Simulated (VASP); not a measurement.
Band structure of CsSnI₃ (space group Pnma). All values below come from PBE GGA, VASP's PBE PAW potentials (set 64) (plane waves; VASP).

The path is coarsely sampled, so an indirect gap can come out somewhat too large. Unless said otherwise, spin-orbit coupling is left out, though it shifts the bands of the heavy elements here.

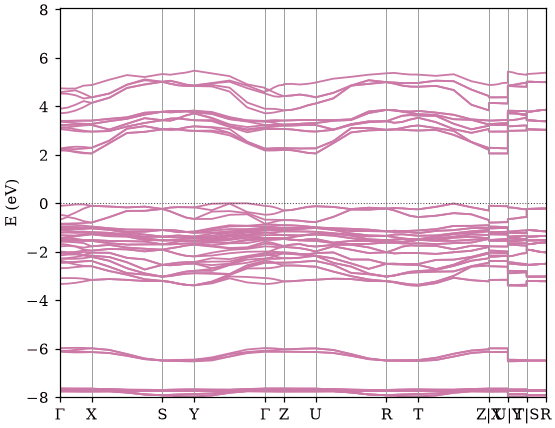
Figure. Bands along high-symmetry lines, zero at the valence-band maximum or, without a gap, the Fermi level

Question: Read the plot: is there a gap, and where are the band edges?

Answer: The gap is indirect, 2.06 eV, from the valence maximum at Y-Γ at 0.75 to the conduction minimum at X-U at 0.50.

The structure comes from a computed database's CsSnI3 entry; how it stands against other phases isn't given here. The cell was not relaxed at this level. The k-mesh is coarse (spacing up to 0.44 per Å, 2π included), so the numbers may not be converged in it.
